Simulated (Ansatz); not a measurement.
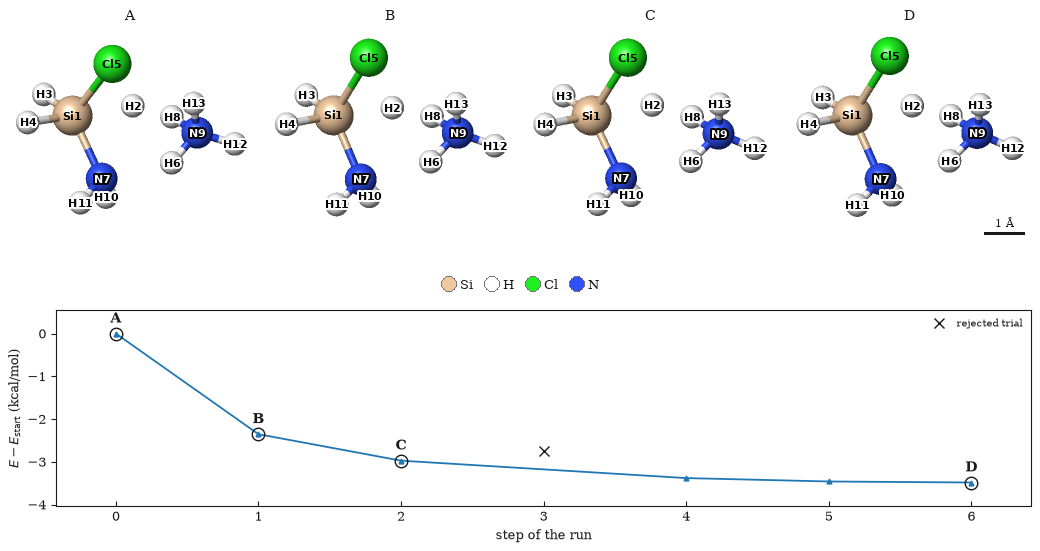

Frames of a constrained relaxation of SiN₂H₉Cl, marked on the history of the run. The picture is a ball-and-stick view, seen face on.

The reaction that was planned forms Si1–N7, H6–N9, H2–H8 and breaks Si1–H2, H6–N7, H8–N9 (atoms numbered from 1 in input order).

Method: RKS PBE0-D4/def2-SVP in Ansatz 0.2.0.

Input file:
```yaml
crystal:
  periodic: [false, false, false]
  atoms:
    - {symbol: Si, position_ang: [-1.186400, -0.598400, 0.603900]}
    - {symbol: H, position_ang: [-0.161200, -1.176600, -0.968200]}
    - {symbol: H, position_ang: [-1.818400, -1.895200, 0.426800]}
    - {symbol: H, position_ang: [-1.972300, -0.110200, 1.782800]}
    - {symbol: Cl, position_ang: [-1.789800, 0.993900, -0.606400]}
    - {symbol: H, position_ang: [1.173300, 0.825500, -0.164300]}
    - {symbol: N, position_ang: [0.441300, -0.227900, 1.206500]}
    - {symbol: H, position_ang: [0.540100, -0.217100, -1.280300]}
    - {symbol: N, position_ang: [1.065400, 0.838600, -1.197700]}
    - {symbol: H, position_ang: [1.042600, -1.037500, 1.187300]}
    - {symbol: H, position_ang: [0.437300, 0.117800, 2.156600]}
    - {symbol: H, position_ang: [1.918800, 0.998700, -1.720200]}
    - {symbol: H, position_ang: [0.309300, 1.488400, -1.426700]}
basis:
  gaussian: {orbitals: def2-SVP}
hamiltonian: {xc: pbe0, dispersion: d4}
relax: {f_tol: 0.04, max_steps: 150, escape_saddle: false, constraints: [{distance: [0, 6]}, {distance: [5, 8]}, {distance: [1, 7]}, {distance: [0, 1]}, {distance: [5, 6]}, {distance: [7, 8]}]}
```

Command:
```bash
ansatz run in.yaml --threads 8 --pin off --events-out ev --progress --plain --max-ram 19148MiB
```

Q: What happens along the run?

A: Over 5 accepted moves (6 points after the start) the energy falls by 3.48 kcal/mol. Largest force component: 0.78 eV/Å at the start, 0.037 eV/Å at the end. The line search rejected the trial step at point 3 of the run. The largest move after the best rigid fit is that of Cl5, 0.22 Å. By element the largest moves are Cl 0.22 Å, H 0.18 Å, Si 0.04 Å, N 0.03 Å. Among the contacts that change: Si1–Cl5 2.089 → 2.147 Å, Si1–H3 1.453 → 1.494 Å, Si1–H4 1.499 → 1.516 Å, N7–H10 1.009 → 1.019 Å. Bond angles that change, for instance: Cl5–Si1–N7 107.6° → 114.8°, H3–Si1–N7 128.8° → 123.4°, H8–N9–H13 102.9° → 107.4°. From step 0 to 1: Cl5 moves most (0.19 Å), energy −2.35 kcal/mol. From step 1 to 2: H atoms move most (0.09 Å), energy −0.62 kcal/mol. From step 2 to 6: H4 moves most (0.11 Å), energy −0.51 kcal/mol.
